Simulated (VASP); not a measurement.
```
CELL_PARAMETERS angstrom
      0.00000     2.43378     2.43378
      2.43378     0.00000     2.43378
      2.43378     2.43378     0.00000
ATOMIC_POSITIONS crystal
  Be 0.00000 0.00000 0.00000
  S  0.25000 0.25000 0.25000
```

All values below come from vdW-DF-cx, VASP's PBE PAW potentials (set 64) (plane waves; VASP). Run with 520 eV cut-off, 10×10×10 Γ-centred mesh, tetrahedra with Blöchl corrections, potentials Be S.

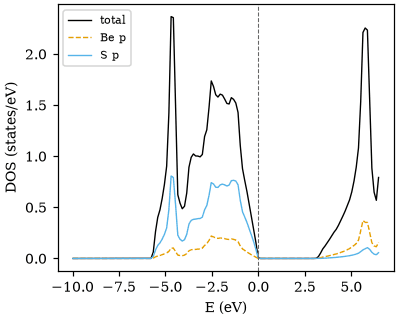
Total and projected density of states, zero at the valence-band maximum

Within 2 eV below the valence-band maximum the largest weight inside VASP's projection spheres is S p, then Be p.

The gap is indirect, 3.07 eV, from the valence maximum at Γ to the conduction minimum at X.

The compound is BeS in the zinc blende structure. It was relaxed first.
